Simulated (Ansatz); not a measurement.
**Run report: Si2H6O, molecular dynamics (part 2 of 2)**

Si2H6O; RKS r2SCAN-rvv10/6-31G* (Ansatz 0.2.0). The geometry comes from this level: PBE0-D4/def2-TZVP.

Geometry of the input (Å):
```
Si -0.7023  1.0488  -0.9210
O  0.4325  0.0949  -0.2348
Si 0.7867  -1.0438  0.8816
H  -1.7747  0.2161  -1.5264
H  -0.0496  1.8626  -1.9745
H  -1.3052  1.9450  0.1004
H  2.2346  -1.3494  0.7898
H  -0.0012  -2.2777  0.6235
H  0.4677  -0.5429  2.2444
```

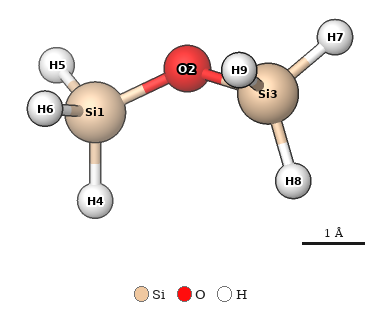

Fig. 1: The geometry at step 30 of the log (ball-and-stick view, seen at a tilt; atoms are numbered from 1 in the order of the input).

Trajectory as extended XYZ, continued
```
9
Properties=species:S:1:pos:R:3:forces:R:3 step=7 time_fs=7.0 energy=-17896.03019 temperature=149.6
Si   -0.7102    1.0481   -0.9203    0.0566  -0.2572   0.2094
O     0.4667    0.0949   -0.2590    0.3847   0.6458   0.1555
Si    0.7800   -1.0304    0.8949   -0.2439  -1.1816  -0.4777
H    -1.6927    0.0857   -1.5048   -0.2223   0.3339   0.0614
H    -0.1912    1.9301   -2.0044    0.1020  -0.1231   0.0863
H    -1.2437    1.9272    0.1708   -0.2014  -0.1218  -0.2358
H     2.1855   -1.5132    0.7490   -0.0172   0.3354   0.1922
H    -0.0595   -2.2143    0.5198    0.0003   0.0109   0.2171
H     0.4369   -0.7180    2.3188    0.1411   0.3577  -0.2084
9
Properties=species:S:1:pos:R:3:forces:R:3 step=9 time_fs=9.0 energy=-17895.98713 temperature=102.7
Si   -0.7123    1.0478   -0.9188    0.0744  -0.5871  -0.2339
O     0.4785    0.0978   -0.2655    0.3649   0.6908   0.2308
Si    0.7777   -1.0296    0.8973   -0.4200  -1.2188  -0.4385
H    -1.7000    0.0602   -1.5025   -0.0098   0.5498   0.1829
H    -0.2200    1.9501   -2.0175    0.0600  -0.2884   0.2605
H    -1.2376    1.9085    0.1669   -0.3169   0.0554  -0.0069
H     2.1727   -1.5381    0.7515    0.0171   0.3591   0.1878
H    -0.0796   -2.2016    0.5041    0.0446   0.0712   0.2644
H     0.4351   -0.7400    2.3411    0.1857   0.3680  -0.4471
9
Properties=species:S:1:pos:R:3:forces:R:3 step=11 time_fs=11.0 energy=-17895.97828 temperature=93.1
Si   -0.7142    1.0466   -0.9176    0.1351  -0.7807  -0.3750
O     0.4911    0.1023   -0.2714    0.3135   0.6730   0.2985
Si    0.7749   -1.0304    0.8990   -0.5279  -1.0717  -0.5335
H    -1.7080    0.0552   -1.4936    0.0527   0.5625   0.1945
H    -0.2463    1.9593   -2.0210    0.0853  -0.3226   0.2864
H    -1.2434    1.8918    0.1627   -0.3721   0.1850   0.1684
H     2.1608   -1.5494    0.7611    0.1076   0.3191   0.1557
H    -0.0980   -2.1865    0.4984    0.0405   0.0430   0.2682
H     0.4402   -0.7480    2.3468    0.1653   0.3923  -0.4633
9
Properties=species:S:1:pos:R:3:forces:R:3 step=14 time_fs=14.0 energy=-17896.03503 temperature=154.7
Si   -0.7168    1.0430   -0.9165    0.2187  -0.6302   0.2339
O     0.5114    0.1121   -0.2789    0.1732   0.5397   0.3719
Si    0.7692   -1.0343    0.9002   -0.4529  -0.6035  -0.9108
H    -1.7181    0.0850   -1.4677   -0.1537   0.1934   0.0121
H    -0.2783    1.9519   -2.0079    0.2298  -0.1128   0.0394
H    -1.2778    1.8793    0.1676   -0.2211   0.1011   0.0744
H     2.1516   -1.5446    0.7860    0.2147   0.1921   0.0766
H    -0.1235   -2.1621    0.5085   -0.0392  -0.1255   0.1995
H     0.4586   -0.7312    2.3254    0.0306   0.4457  -0.0970
9
Properties=species:S:1:pos:R:3:forces:R:3 step=16 time_fs=16.0 energy=-17896.06643 temperature=189.6
Si   -0.7182    1.0394   -0.9156    0.2378  -0.3601   0.8445
O     0.5255    0.1203   -0.2828    0.0381   0.3882   0.3913
Si    0.7647   -1.0380    0.8995   -0.2640  -0.2507  -1.1307
H    -1.7308    0.1163   -1.4487   -0.3451  -0.1407  -0.1479
H    -0.2895    1.9402   -1.9957    0.3264   0.0792  -0.1739
H    -1.3122    1.8765    0.1751   -0.0144  -0.0568  -0.1256
H     2.1551   -1.5315    0.8067    0.1685   0.1100   0.0202
H    -0.1419   -2.1509    0.5252   -0.0776  -0.2227   0.1414
H     0.4732   -0.6991    2.3042   -0.0697   0.4536   0.1807
9
Properties=species:S:1:pos:R:3:forces:R:3 step=18 time_fs=18.0 energy=-17896.09154 temperature=217.5
Si   -0.7192    1.0353   -0.9135    0.1680  -0.1590   1.1173
O     0.5397    0.1294   -0.2857   -0.1197   0.1983   0.3847
Si    0.7597   -1.0421    0.8972   -0.0768   0.0836  -1.0923
H    -1.7563    0.1427   -1.4352   -0.3442  -0.3077  -0.2124
H    -0.2885    1.9313   -1.9897    0.3412   0.1473  -0.2390
H    -1.3472    1.8716    0.1781    0.1720  -0.1577  -0.2532
H     2.1647   -1.5141    0.8282    0.0254   0.0439  -0.0315
H    -0.1631   -2.1479    0.5474   -0.0464  -0.2248   0.1046
H     0.4852   -0.6498    2.2892   -0.1195   0.3760   0.2220
9
Properties=species:S:1:pos:R:3:forces:R:3 step=20 time_fs=20.0 energy=-17896.11735 temperature=245.4
Si   -0.7201    1.0310   -0.9099    0.0078  -0.1073   0.8716
O     0.5536    0.1390   -0.2877   -0.2844  -0.0132   0.3567
Si    0.7547   -1.0461    0.8935    0.0203   0.4202  -0.7634
H    -1.7942    0.1579   -1.4295   -0.0667  -0.2370  -0.1450
H    -0.2746    1.9275   -1.9924    0.2462   0.0396  -0.0981
H    -1.3758    1.8610    0.1717    0.2709  -0.1409  -0.2257
H     2.1754   -1.4951    0.8485   -0.1367  -0.0196  -0.0771
H    -0.1858   -2.1533    0.5736    0.0550  -0.1265   0.0882
H     0.4927   -0.5864    2.2821   -0.1123   0.1846  -0.0072
9
Properties=species:S:1:pos:R:3:forces:R:3 step=23 time_fs=23.0 energy=-17896.09736 temperature=223.6
Si   -0.7213    1.0242   -0.9025   -0.0996  -0.2245   0.0264
O     0.5731    0.1532   -0.2892   -0.5147  -0.3252   0.2835
Si    0.7472   -1.0508    0.8861    0.0055   0.9426  -0.1586
H    -1.8509    0.1660   -1.4297    0.4717  -0.0081   0.0226
H    -0.2383    1.9223   -2.0005    0.0112  -0.2076   0.2196
H    -1.3998    1.8370    0.1486    0.2178   0.0825   0.0767
H     2.1806   -1.4688    0.8730   -0.2288  -0.1375  -0.1280
H    -0.2145   -2.1687    0.6190    0.2136   0.0637   0.0518
H     0.4964   -0.4813    2.2672   -0.0767  -0.1858  -0.3941
9
Properties=species:S:1:pos:R:3:forces:R:3 step=25 time_fs=25.0 energy=-17896.06213 temperature=185.3
Si   -0.7223    1.0194   -0.8974    0.0307  -0.3157  -0.3654
O     0.5845    0.1618   -0.2893   -0.6434  -0.5039   0.2123
Si    0.7422   -1.0524    0.8808   -0.0313   1.2513   0.0567
H    -1.8693    0.1696   -1.4297    0.6217   0.0260   0.0639
H    -0.2122    1.9104   -1.9973   -0.1027  -0.2439   0.2856
H    -1.4050    1.8235    0.1350    0.1167   0.2511   0.3023
H     2.1736   -1.4573    0.8834   -0.1482  -0.2255  -0.1441
H    -0.2244   -2.1770    0.6520    0.2342   0.1153  -0.0025
H     0.4950   -0.4179    2.2407   -0.0778  -0.3547  -0.4088
9
Properties=species:S:1:pos:R:3:forces:R:3 step=27 time_fs=27.0 energy=-17896.04727 temperature=168.6
Si   -0.7233    1.0141   -0.8928    0.2419  -0.2913  -0.3497
O     0.5945    0.1692   -0.2888   -0.7410  -0.6461   0.1212
Si    0.7372   -1.0523    0.8756   -0.0114   1.4544   0.0620
H    -1.8644    0.1739   -1.4275    0.5246  -0.0742   0.0237
H    -0.1898    1.8895   -1.9836   -0.1369  -0.1287   0.1739
H    -1.4055    1.8193    0.1326    0.0736   0.2964   0.3680
H     2.1611   -1.4543    0.8884   -0.0105  -0.2953  -0.1436
H    -0.2255   -2.1812    0.6848    0.1635   0.0796  -0.0764
H     0.4905   -0.3679    2.1991   -0.1037  -0.3949  -0.1791
9
Properties=species:S:1:pos:R:3:forces:R:3 step=30 time_fs=30.0 energy=-17896.03198 temperature=151.4
Si   -0.7240    1.0055   -0.8865    0.5426   0.0415   0.3053
O     0.6060    0.1772   -0.2877   -0.8037  -0.7723  -0.0379
Si    0.7297   -1.0485    0.8678    0.2116   1.4199  -0.1584
H    -1.8238    0.1723   -1.4239    0.0531  -0.3719  -0.1300
H    -0.1653    1.8520   -1.9538   -0.0748   0.2011  -0.1827
H    -1.4001    1.8323    0.1530    0.1671   0.0703   0.0989
H     2.1426   -1.4711    0.8859    0.0884  -0.2960  -0.1165
H    -0.2172   -2.1829    0.7276   -0.0294  -0.0441  -0.1902
H     0.4758   -0.3197    2.1292   -0.1550  -0.2484   0.4115
9
Properties=species:S:1:pos:R:3:forces:R:3 step=32 time_fs=32.0 energy=-17896.01471 temperature=133.0
Si   -0.7236    0.9997   -0.8819    0.6591   0.3080   0.6340
O     0.6113    0.1803   -0.2871   -0.7749  -0.7869  -0.1366
Si    0.7250   -1.0434    0.8624    0.4059   1.1840  -0.1849
H    -1.7912    0.1553   -1.4268   -0.1990  -0.4756  -0.1780
H    -0.1531    1.8345   -1.9404   -0.0617   0.3346  -0.3208
H    -1.3892    1.8458    0.1730    0.2220  -0.1332  -0.1360
H     2.1340   -1.4965    0.8784    0.0114  -0.2031  -0.0866
H    -0.2119   -2.1854    0.7476   -0.1167  -0.0612  -0.2473
H     0.4590   -0.3006    2.0987   -0.1462  -0.1666   0.6561
9
Properties=species:S:1:pos:R:3:forces:R:3 step=34 time_fs=34.0 energy=-17896.02404 temperature=143.0
Si   -0.7223    0.9944   -0.8765    0.6420   0.4265   0.4871
O     0.6147    0.1815   -0.2867   -0.6862  -0.7398  -0.2130
Si    0.7209   -1.0368    0.8567    0.4877   0.8780   0.0692
H    -1.7655    0.1207   -1.4361   -0.1850  -0.3415  -0.0850
H    -0.1435    1.8294   -1.9388   -0.1422   0.2843  -0.2447
H    -1.3700    1.8543    0.1881    0.1887  -0.2484  -0.2520
H     2.1256   -1.5295    0.8677   -0.1139  -0.0598  -0.0519
H    -0.2109   -2.1899    0.7582   -0.1252   0.0236  -0.2830
H     0.4367   -0.2881    2.0924   -0.0658  -0.2228   0.5734
9
Properties=species:S:1:pos:R:3:forces:R:3 step=36 time_fs=36.0 energy=-17896.04379 temperature=164.2
Si   -0.7201    0.9897   -0.8705    0.5401   0.3412  -0.0704
O     0.6165    0.1810   -0.2869   -0.5444  -0.6308  -0.2662
Si    0.7174   -1.0289    0.8512    0.4054   0.5457   0.5151
H    -1.7465    0.0735   -1.4483    0.0179  -0.0237   0.1095
H    -0.1395    1.8349   -1.9462   -0.2723   0.1084  -0.0292
H    -1.3438    1.8538    0.1941    0.0567  -0.2264  -0.1939
H     2.1130   -1.5648    0.8549   -0.1852   0.0845  -0.0164
H    -0.2145   -2.1934    0.7581   -0.0832   0.1665  -0.2985
H     0.4120   -0.2844    2.1075    0.0652  -0.3654   0.2502
9
Properties=species:S:1:pos:R:3:forces:R:3 step=39 time_fs=39.0 energy=-17896.04279 temperature=163.8
Si   -0.7155    0.9833   -0.8619    0.4208   0.0238  -0.9618
O     0.6169    0.1774   -0.2884   -0.2592  -0.3653  -0.3186
Si    0.7131   -1.0159    0.8444    0.1097   0.0038   1.0694
H    -1.7146    0.0048   -1.4569    0.2160   0.3835   0.3292
H    -0.1539    1.8489   -1.9572   -0.3628  -0.1046   0.2062
H    -1.3030    1.8387    0.1919   -0.2324  -0.0028   0.1233
H     2.0818   -1.6106    0.8350   -0.0770   0.2082   0.0304
H    -0.2256   -2.1853    0.7365   -0.0463   0.3076  -0.2882
H     0.3812   -0.3061    2.1441    0.2313  -0.4542  -0.1899
9
Properties=species:S:1:pos:R:3:forces:R:3 step=41 time_fs=41.0 energy=-17896.05229 temperature=174.3
Si   -0.7117    0.9792   -0.8576    0.3430  -0.0768  -1.1395
O     0.6162    0.1738   -0.2903   -0.0377  -0.1398  -0.3397
Si    0.7105   -1.0071    0.8416   -0.0640  -0.3598   1.1649
H    -1.6842   -0.0251   -1.4481    0.1223   0.4225   0.3208
H    -0.1803    1.8545   -1.9561   -0.2924  -0.0986   0.1744
H    -1.2852    1.8270    0.1943   -0.3539   0.1043   0.2746
H     2.0566   -1.6319    0.8230    0.0998   0.2098   0.0526
H    -0.2354   -2.1660    0.7082   -0.0805   0.2809  -0.2625
H     0.3708   -0.3418    2.1620    0.2634  -0.3426  -0.2456
9
Properties=species:S:1:pos:R:3:forces:R:3 step=43 time_fs=43.0 energy=-17896.07594 temperature=199.8
Si   -0.7074    0.9750   -0.8549    0.2042   0.0643  -0.8294
O     0.6155    0.1699   -0.2930    0.1964   0.1029  -0.3428
Si    0.7078   -0.9988    0.8404   -0.1254  -0.7199   1.0093
H    -1.6495   -0.0393   -1.4273   -0.1395   0.2490   0.1851
H    -0.2177    1.8565   -1.9485   -0.1414   0.0220   0.0059
H    -1.2806    1.8190    0.2067   -0.3292   0.0514   0.2151
H     2.0351   -1.6452    0.8129    0.2551   0.1769   0.0649
H    -0.2483   -2.1362    0.6700   -0.1422   0.1737  -0.2223
H     0.3702   -0.3902    2.1710    0.2222  -0.1201  -0.0857
9
Properties=species:S:1:pos:R:3:forces:R:3 step=45 time_fs=45.0 energy=-17896.08082 temperature=205.2
Si   -0.7028    0.9709   -0.8533    0.0017   0.3858  -0.2591
O     0.6152    0.1663   -0.2966    0.4288   0.3392  -0.3192
Si    0.7050   -0.9915    0.8406   -0.0618  -1.0814   0.6866
H    -1.6203   -0.0442   -1.3996   -0.4533  -0.0362  -0.0089
H    -0.2605    1.8595   -1.9409    0.0215   0.1683  -0.1873
H    -1.2883    1.8126    0.2270   -0.1875  -0.1129  -0.0046
H     2.0232   -1.6517    0.8053    0.2943   0.1537   0.0673
H    -0.2666   -2.0998    0.6232   -0.1777   0.0526  -0.1600
H     0.3781   -0.4433    2.1769    0.1340   0.1310   0.1851
9
Properties=species:S:1:pos:R:3:forces:R:3 step=48 time_fs=48.0 energy=-17896.06474 temperature=188.0
Si   -0.6961    0.9658   -0.8514   -0.4800   0.7106   0.1442
O     0.6169    0.1625   -0.3033    0.7307   0.6218  -0.2283
Si    0.7006   -0.9834    0.8424    0.0673  -1.5060   0.3191
H    -1.6105   -0.0560   -1.3600   -0.5719  -0.1845  -0.1455
H    -0.3222    1.8762   -1.9432    0.1429   0.1582  -0.2017
H    -1.3112    1.7934    0.2545    0.0411  -0.2747  -0.2697
H     2.0248   -1.6502    0.7986    0.1194   0.1657   0.0571
H    -0.3061   -2.0420    0.5430   -0.0817  -0.0246   0.0064
H     0.3985   -0.5116    2.2009    0.0321   0.3335   0.3183
9
Properties=species:S:1:pos:R:3:forces:R:3 step=50 time_fs=50.0 energy=-17896.06112 temperature=183.4
Si   -0.6924    0.9636   -0.8499   -0.9104   0.6074  -0.1143
O     0.6202    0.1617   -0.3086    0.8658   0.7285  -0.1359
Si    0.6978   -0.9805    0.8443    0.0489  -1.5838   0.3159
H    -1.6307   -0.0719   -1.3399   -0.2998   0.0415  -0.0795
H    -0.3570    1.8951   -1.9543    0.1442  -0.0295  -0.0042
H    -1.3258    1.7683    0.2615    0.1059  -0.2179  -0.2512
H     2.0327   -1.6415    0.7969   -0.0353   0.1621   0.0449
H    -0.3370   -2.0043    0.4888    0.0612  -0.0179   0.1631
H     0.4143   -0.5422    2.2312    0.0196   0.3096   0.0613
```

Results in brief

```csv
quantity,value
outcome,finished
mean temperature over the second half,172 K
trajectory,"50 steps, 50 fs"
ensemble,nve
temperature in the input,300 K
time step,1 fs
potential energy (last step),−17896.0611 eV
SCF solution under orbital rotations (last step),stable
largest force (length of the vector) (last step),1.616 eV/Å
dipole moment (last step),0.48 D
hardware,"4 threads of Arm Neoverse V2, 23 GiB of memory available, shared host"
wall time,75 s (CPU time 4.7 min)
peak memory,0.15 GiB
```

Notes

So short a trajectory is not equilibrated.
